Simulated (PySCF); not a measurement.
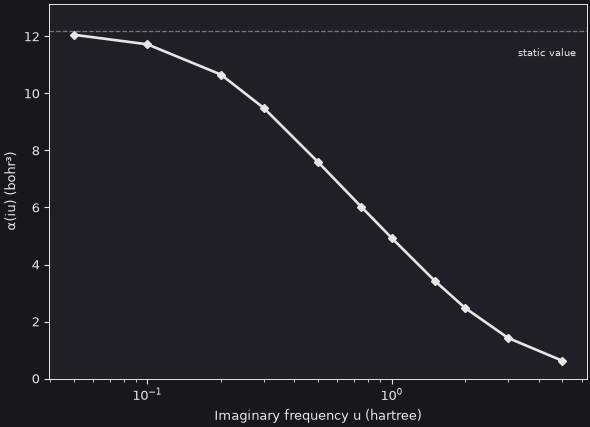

Dipole polarisability at imaginary frequency of Au⁺ ([Xe] 4f¹⁴ 5d¹⁰). Coupled response at the PBE0 level; PySCF, aug-cc-pwCVDZ-PP with a 60-electron core potential, unrestricted single determinants, no spin-orbit coupling.

Question: Give the static polarisability, its fall-off and C₆.

Answer: The static dipole polarisability is 12.2 bohr³; α(iu) falls to half of it near u = 0.74 hartree. The Casimir–Polder integral gives C₆ = 85.7 hartree bohr⁶ for two such species.
